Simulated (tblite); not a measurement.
## CH9ClO2Si3: geometry relaxation (part 1 of 4)

System: CH9ClO2Si3.
Method: GFN2-xTB geometry optimisation, gas phase (tblite 0.8.0).

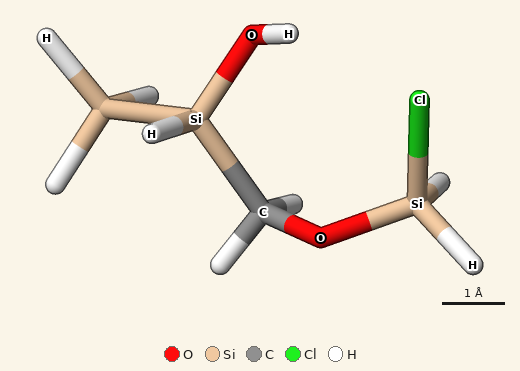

**Figure 1.** The starting structure (stick view, seen at a tilt).

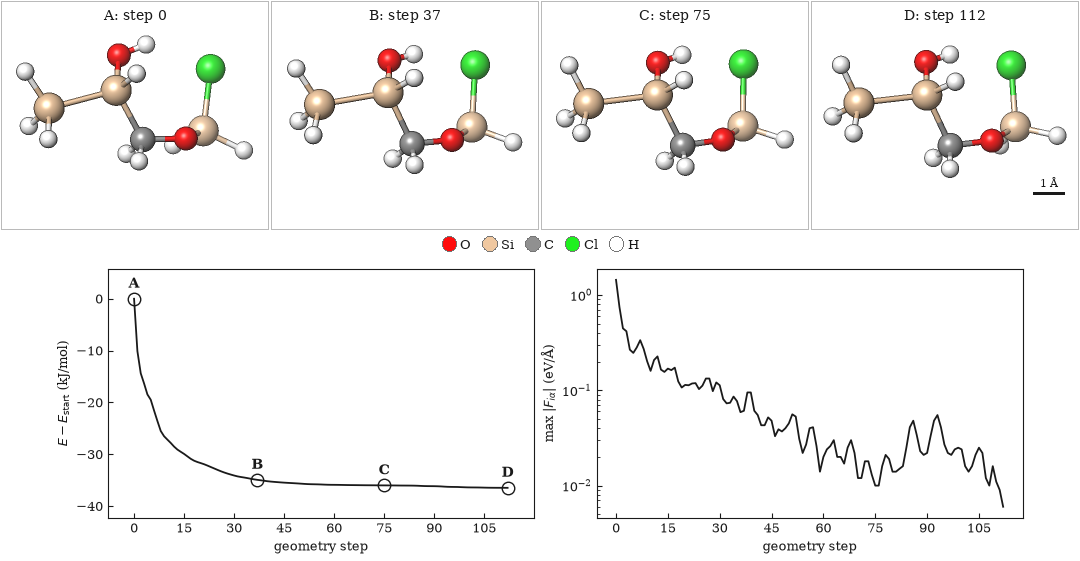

**Figure 2.** Frames of the relaxation (ball-and-stick view, seen at a tilt) above the curves, on which the letters mark them (steps are counted from 0).

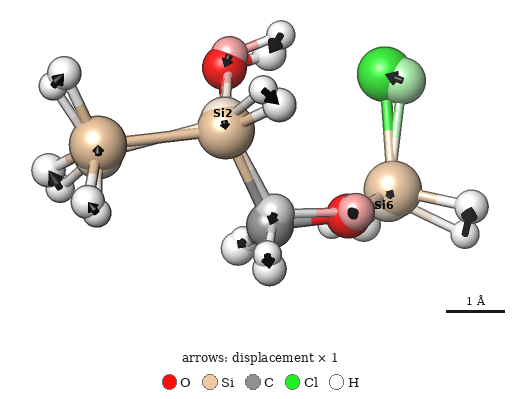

**Figure 3.** Start (faint) and end (solid) with the displacements as black arrows, at true length (ball-and-stick view, seen at a tilt). The two geometries are laid on each other by the best rigid fit. H15 moves most after the best rigid fit: 0.76 Å. By element the largest moves are H 0.76 Å, Cl 0.34 Å, O 0.25 Å, C 0.22 Å, Si 0.19 Å. Among the contacts that change: O5–Si6 1.668 → 1.596 Å, O1–Si2 1.661 → 1.619 Å, Si6–H15 1.487 → 1.449 Å, Si3–H12 1.500 → 1.464 Å. Among the angles that change: C4–O5–Si6 119.9° → 135.6°, O5–Si6–H15 110.1° → 100.6°, O1–Si2–Si3 112.2° → 103.8°. The energy falls by 36.5 kJ/mol in 112 geometry steps. Largest force component: 1.4 eV/Å at the start, 0.006 eV/Å at the end. (Atoms are counted from 1 in the order of the input.)

The input and output of the run follow.

Input
```
{"job": {"kind": "relax", "xc": "GFN2-xTB", "basis": "xTB"}, "charge": 0, "multiplicity": 1}
O     -0.662500     0.869900    -1.628800
Si    -1.029300     0.491700    -0.054000
Si    -2.754800    -1.052600     0.096700
C      0.453400    -0.285700     0.842100
O      1.638400     0.503100     1.016300
Si     2.865300     0.420800    -0.110200
Cl     2.476200     1.887000    -1.487100
H     -0.003200     1.580000    -1.759700
H     -1.400900     1.746300     0.640200
H     -2.372600    -2.326100    -0.558500
H     -3.057000    -1.345500     1.521200
H     -4.005000    -0.531300    -0.547000
H      0.113600    -0.520700     1.879500
H      0.699500    -1.262300     0.389200
H      4.171000     0.724700     0.533300
H      2.860200    -0.890300    -0.784400
```

The first line tells a small driver script what to run in tblite; the rest is the geometry in Å.

Launched with:
```bash
OMP_NUM_THREADS=1 python <driver script> task.json out
```

Output
```
step      E/eV     max force
  0    -672.79781    1.766
  1    -672.90259    0.907
  2    -672.94684    0.460
  3    -672.96715    0.430
  4    -672.98905    0.294
  5    -672.99967    0.328
  6    -673.02133    0.391
  7    -673.04223    0.467
  8    -673.06214    0.308
  9    -673.07263    0.212
 10    -673.07942    0.168
 11    -673.08605    0.233
 12    -673.09333    0.240
 13    -673.09928    0.171
 14    -673.10371    0.164
 15    -673.10799    0.169
 16    -673.11289    0.204
 17    -673.11776    0.191
 18    -673.12152    0.140
 19    -673.12418    0.118
 20    -673.12632    0.139
 21    -673.12858    0.146
 22    -673.13126    0.124
 23    -673.13412    0.131
 24    -673.13694    0.164
 25    -673.13979    0.154
 26    -673.14253    0.144
 27    -673.14501    0.137
 28    -673.14723    0.137
 29    -673.14922    0.159
 30    -673.15112    0.134
 31    -673.15282    0.090
 32    -673.15407    0.086
 33    -673.15512    0.094
 34    -673.15631    0.120
 35    -673.15763    0.098
 36    -673.15884    0.075
 37    -673.15983    0.079
 38    -673.16069    0.109
 39    -673.16162    0.112
 40    -673.16254    0.077
 41    -673.16326    0.057
 42    -673.16384    0.049
 43    -673.16437    0.055
 44    -673.16489    0.063
 45    -673.16537    0.062
 46    -673.16577    0.049
 47    -673.16615    0.050
 48    -673.16653    0.046
 49    -673.16693    0.056
 50    -673.16738    0.052
 51    -673.16785    0.075
 52    -673.16825    0.067
 53    -673.16849    0.035
 54    -673.16863    0.026
 55    -673.16878    0.028
 56    -673.16901    0.047
 57    -673.16931    0.052
 58    -673.16956    0.034
 59    -673.16969    0.018
 60    -673.16974    0.025
 61    -673.16981    0.028
 62    -673.16991    0.029
 63    -673.17005    0.034
 64    -673.17018    0.025
 65    -673.17026    0.024
 66    -673.17032    0.021
 67    -673.17039    0.025
 68    -673.17047    0.030
 69    -673.17055    0.022
 70    -673.17060    0.015
 71    -673.17064    0.014
 72    -673.17069    0.019
 73    -673.17076    0.021
 74    -673.17083    0.016
 75    -673.17087    0.013
 76    -673.17089    0.012
 77    -673.17093    0.017
 78    -673.17099    0.022
 79    -673.17107    0.020
 80    -673.17115    0.014
 81    -673.17119    0.014
 82    -673.17122    0.015
 83    -673.17127    0.020
 84    -673.17138    0.029
 85    -673.17159    0.044
 86    -673.17190    0.052
 87    -673.17218    0.039
 88    -673.17232    0.025
 89    -673.17238    0.024
 90    -673.17245    0.026
 91    -673.17261    0.043
 92    -673.17290    0.068
 93    -673.17333    0.076
 94    -673.17370    0.053
 95    -673.17387    0.029
 96    -673.17396    0.026
 97    -673.17404    0.026
 98    -673.17435    0.025
 99    -673.17460    0.032
100    -673.17483    0.026
101    -673.17492    0.018
102    -673.17498    0.019
103    -673.17504    0.021
104    -673.17516    0.023
105    -673.17533    0.025
106    -673.17548    0.022
107    -673.17557    0.015
108    -673.17563    0.014
109    -673.17566    0.023
110    -673.17569    0.014
111    -673.17571    0.010
112    -673.17574    0.007
```

Trajectory as extended XYZ (Å, eV, eV/Å), 51 of the 113 frames kept, from step=0 to step=112
```
16
Properties=species:S:1:pos:R:3:forces:R:3 step=0 energy=-672.79781
O    -0.6625    0.8699   -1.6288    0.2840   0.3720   0.9510
Si   -1.0293    0.4917   -0.0540   -0.3680   0.4860  -0.8170
Si   -2.7548   -1.0526    0.0967   -0.0950   0.1400  -0.3240
C     0.4534   -0.2857    0.8421    0.1020  -0.4030   1.1700
O     1.6384    0.5031    1.0163    0.8630  -0.5360  -1.4440
Si    2.8653    0.4208   -0.1102   -0.4750   0.3810   0.7320
Cl    2.4762    1.8870   -1.4871    0.1190  -0.2840   0.1890
H    -0.0032    1.5800   -1.7597   -0.4160  -0.6250  -0.0790
H    -1.4009    1.7463    0.6402    0.2260  -0.0740  -0.0580
H    -2.3726   -2.3261   -0.5585   -0.2270   0.1620   0.1600
H    -3.0570   -1.3455    1.5212    0.0030   0.0180  -0.3460
H    -4.0050   -0.5313   -0.5470    0.4580  -0.3020   0.2920
H     0.1136   -0.5207    1.8795    0.2290   0.1010  -0.4960
H     0.6995   -1.2623    0.3892    0.0390   0.3140   0.0940
H     4.1710    0.7247    0.5333   -0.7320  -0.0710  -0.1180
H     2.8602   -0.8903   -0.7844   -0.0110   0.3200   0.0930
16
Properties=species:S:1:pos:R:3:forces:R:3 step=2 energy=-672.94684
O    -0.6583    0.8771   -1.5995   -0.0270   0.0300   0.0070
Si   -1.0398    0.5041   -0.0715   -0.0600  -0.0890   0.4470
Si   -2.7556   -1.0471    0.0856    0.1760   0.0890  -0.0910
C     0.4565   -0.2939    0.8679   -0.0710   0.1180  -0.2200
O     1.6582    0.4823    0.9734   -0.3160  -0.2920  -0.0620
Si    2.8555    0.4307   -0.0941    0.2220  -0.0350  -0.3930
Cl    2.4807    1.8770   -1.4806    0.0750  -0.1080   0.0430
H    -0.0102    1.5648   -1.7648    0.1200  -0.0680  -0.1610
H    -1.3923    1.7446    0.6385    0.1560   0.0550   0.0240
H    -2.3814   -2.3205   -0.5527   -0.1650   0.0420   0.0700
H    -3.0566   -1.3445    1.5070    0.0150   0.0340  -0.2950
H    -3.9897   -0.5422   -0.5369    0.0950  -0.1410   0.0880
H     0.1210   -0.5185    1.8731    0.1200   0.0000   0.3440
H     0.7006   -1.2518    0.3934   -0.0190   0.0420   0.0650
H     4.1439    0.7228    0.5304   -0.3550   0.0390   0.0940
H     2.8602   -0.8761   -0.7803    0.0340   0.2830   0.0420
16
Properties=species:S:1:pos:R:3:forces:R:3 step=4 energy=-672.98905
O    -0.6602    0.8802   -1.5840   -0.0410   0.0020  -0.0100
Si   -1.0460    0.5053   -0.0546    0.1550   0.0160   0.1780
Si   -2.7444   -1.0397    0.0757    0.1440   0.0070  -0.0030
C     0.4507   -0.2928    0.8697   -0.1540  -0.0850   0.0100
O     1.6524    0.4584    0.9495   -0.0280   0.1110   0.0860
Si    2.8587    0.4335   -0.1092   -0.1770  -0.0110  -0.1570
Cl    2.4873    1.8673   -1.4767    0.0260   0.1120  -0.1620
H    -0.0046    1.5545   -1.7773    0.0720  -0.1020  -0.0780
H    -1.3788    1.7488    0.6404    0.0900   0.1700   0.1260
H    -2.3955   -2.3165   -0.5465   -0.0720  -0.0950  -0.0360
H    -3.0556   -1.3420    1.4829    0.0000   0.0100  -0.0950
H    -3.9788   -0.5552   -0.5280   -0.1120  -0.0150  -0.0540
H     0.1330   -0.5168    1.8890    0.1420   0.0340   0.1300
H     0.6987   -1.2465    0.3986   -0.1310  -0.1570  -0.0040
H     4.1127    0.7256    0.5374    0.0110   0.1220   0.2670
H     2.8629   -0.8551   -0.7782    0.0750  -0.1200  -0.1990
16
Properties=species:S:1:pos:R:3:forces:R:3 step=7 energy=-673.04223
O    -0.6685    0.8850   -1.5569    0.0520   0.0080   0.0830
Si   -1.0327    0.5207   -0.0129   -0.0430   0.3000  -0.2770
Si   -2.7130   -1.0280    0.0551   -0.2380  -0.0480  -0.1350
C     0.4323   -0.3082    0.8836    0.3360  -0.1130   0.3040
O     1.6386    0.4415    0.9244    0.0960   0.1350  -0.0770
Si    2.8402    0.4375   -0.1446    0.0260  -0.0040   0.3190
Cl    2.5003    1.8755   -1.5025   -0.0240   0.1640  -0.2180
H     0.0129    1.5184   -1.8065   -0.0550  -0.1850   0.0600
H    -1.3425    1.7826    0.6654    0.0930   0.0790   0.1300
H    -2.4265   -2.3280   -0.5452    0.0520  -0.0960  -0.1070
H    -3.0546   -1.3377    1.4383   -0.0100  -0.0350   0.2250
H    -3.9779   -0.5767   -0.5238    0.0060   0.0420  -0.0860
H     0.1731   -0.5097    1.9299    0.0180  -0.0370  -0.1160
H     0.6709   -1.2648    0.4077   -0.1740  -0.1140   0.0850
H     4.0597    0.7489    0.5887   -0.2040   0.0450   0.0300
H     2.8799   -0.8479   -0.8121    0.0690  -0.1400  -0.2210
16
Properties=species:S:1:pos:R:3:forces:R:3 step=9 energy=-673.07263
O    -0.6717    0.8876   -1.5393    0.0030  -0.0550  -0.0150
Si   -1.0247    0.5442    0.0058   -0.1310   0.0100  -0.0370
Si   -2.7046   -1.0240    0.0358   -0.2020  -0.0650   0.0050
C     0.4356   -0.3223    0.9040    0.0890   0.0990  -0.0060
O     1.6324    0.4402    0.9092    0.0640  -0.0150  -0.0520
Si    2.8303    0.4377   -0.1559    0.1330  -0.0360   0.0200
Cl    2.5076    1.8905   -1.5329   -0.0010  -0.0560  -0.0110
H     0.0239    1.4848   -1.8226    0.0600  -0.0640   0.0500
H    -1.3123    1.8113    0.6911    0.1040   0.0030   0.0860
H    -2.4435   -2.3417   -0.5517    0.0850   0.0210  -0.0920
H    -3.0542   -1.3368    1.4221    0.0260  -0.0140   0.1580
H    -3.9798   -0.5871   -0.5285    0.0000   0.0770  -0.1260
H     0.2009   -0.5079    1.9539   -0.0440  -0.0840  -0.0250
H     0.6416   -1.2855    0.4196   -0.0570   0.0110   0.1610
H     4.0150    0.7684    0.6266   -0.1700   0.0300  -0.0620
H     2.8960   -0.8506   -0.8486    0.0430   0.1370  -0.0520
16
Properties=species:S:1:pos:R:3:forces:R:3 step=11 energy=-673.08605
O    -0.6724    0.8848   -1.5353   -0.0300  -0.0590  -0.0300
Si   -1.0301    0.5527    0.0098   -0.0650  -0.1550   0.1190
Si   -2.7155   -1.0276    0.0306   -0.0200  -0.0280   0.1200
C     0.4413   -0.3210    0.9112   -0.1830   0.0950  -0.1090
O     1.6355    0.4404    0.9017    0.0000  -0.0890   0.0120
Si    2.8336    0.4355   -0.1589   -0.0330   0.0120  -0.2080
Cl    2.5098    1.8926   -1.5453    0.0110  -0.1270   0.0580
H     0.0317    1.4678   -1.8239    0.0910  -0.0330   0.0440
H    -1.2945    1.8219    0.7067    0.0900  -0.0420   0.0350
H    -2.4427   -2.3454   -0.5612    0.0590   0.0840  -0.0550
H    -3.0521   -1.3375    1.4285    0.0280   0.0020   0.0170
H    -3.9821   -0.5842   -0.5404   -0.0540   0.0730  -0.1250
H     0.2076   -0.5128    1.9597   -0.0250   0.0010   0.0190
H     0.6269   -1.2928    0.4349    0.0280   0.0600   0.0970
H     3.9903    0.7784    0.6372    0.0540   0.0770   0.0360
H     2.9052   -0.8439   -0.8667    0.0480   0.1280  -0.0310
16
Properties=species:S:1:pos:R:3:forces:R:3 step=13 energy=-673.09928
O    -0.6744    0.8783   -1.5290   -0.0160  -0.0300   0.0550
Si   -1.0416    0.5542    0.0202    0.0310  -0.0990   0.0420
Si   -2.7300   -1.0325    0.0312    0.0500   0.0520   0.0720
C     0.4368   -0.3150    0.9159   -0.1650  -0.0450  -0.0110
O     1.6392    0.4320    0.8901   -0.0720  -0.0970   0.0200
Si    2.8345    0.4355   -0.1739   -0.1060   0.0820  -0.0380
Cl    2.5133    1.8862   -1.5566   -0.0150  -0.0400  -0.0160
H     0.0458    1.4429   -1.8219    0.0140  -0.0800   0.0910
H    -1.2661    1.8305    0.7272    0.0520  -0.1000  -0.0250
H    -2.4386   -2.3428   -0.5756    0.0280   0.1210  -0.0100
H    -3.0481   -1.3384    1.4359   -0.0130  -0.0110  -0.0420
H    -3.9866   -0.5770   -0.5619   -0.0050   0.0260  -0.0510
H     0.2143   -0.5167    1.9671   -0.0280   0.1370   0.0120
H     0.6116   -1.2965    0.4592    0.0520   0.0350  -0.0410
H     3.9624    0.7958    0.6519    0.1270   0.0740   0.0270
H     2.9200   -0.8273   -0.8911    0.0660  -0.0260  -0.0850
16
Properties=species:S:1:pos:R:3:forces:R:3 step=16 energy=-673.11289
O    -0.6785    0.8673   -1.5152   -0.0110  -0.0330   0.0200
Si   -1.0499    0.5452    0.0329    0.0150   0.0560  -0.0520
Si   -2.7401   -1.0280    0.0374   -0.0390   0.0830  -0.0770
C     0.4191   -0.3167    0.9203    0.1590  -0.1070   0.0700
O     1.6329    0.4119    0.8799   -0.0140   0.0500  -0.0150
Si    2.8269    0.4428   -0.1853    0.0580  -0.0690   0.1630
Cl    2.5129    1.8773   -1.5712   -0.0650   0.0840  -0.0970
H     0.0603    1.4085   -1.8065    0.0000  -0.0700   0.0860
H    -1.2333    1.8236    0.7422   -0.0070  -0.0470  -0.0040
H    -2.4306   -2.3227   -0.5899    0.0190   0.0740   0.0050
H    -3.0477   -1.3415    1.4385   -0.0690  -0.0300  -0.0030
H    -3.9875   -0.5680   -0.5863    0.0750  -0.0120   0.0470
H     0.2140   -0.5014    1.9767   -0.0810   0.0930   0.0400
H     0.6033   -1.2973    0.4750   -0.0380  -0.1130  -0.0700
H     3.9477    0.8199    0.6633   -0.0560   0.0030  -0.1120
H     2.9429   -0.8120   -0.9231    0.0540   0.0380  -0.0010
16
Properties=species:S:1:pos:R:3:forces:R:3 step=18 energy=-673.12152
O    -0.6829    0.8563   -1.5051   -0.0040  -0.0280  -0.0660
Si   -1.0527    0.5402    0.0403    0.0300   0.0180   0.0170
Si   -2.7483   -1.0181    0.0383   -0.0090   0.0260  -0.0260
C     0.4142   -0.3265    0.9270    0.1120  -0.0270  -0.0030
O     1.6263    0.4016    0.8741    0.0510   0.0720  -0.0100
Si    2.8233    0.4440   -0.1842    0.0750  -0.0430  -0.0390
Cl    2.5070    1.8768   -1.5890   -0.0660  -0.0010   0.0140
H     0.0717    1.3783   -1.7875    0.0430  -0.0290   0.0350
H    -1.2105    1.8144    0.7527   -0.0390   0.0390   0.0340
H    -2.4227   -2.3014   -0.6000    0.0150   0.0290   0.0010
H    -3.0530   -1.3460    1.4391   -0.0820  -0.0140  -0.0530
H    -3.9842   -0.5614   -0.6014    0.0100   0.0120   0.0490
H     0.2071   -0.4816    1.9870   -0.0500  -0.0260   0.0210
H     0.5951   -1.3071    0.4804   -0.0520  -0.1240   0.0380
H     3.9375    0.8389    0.6642   -0.0630  -0.0030  -0.1010
H     2.9645   -0.7994   -0.9472    0.0290   0.0990   0.0870
```
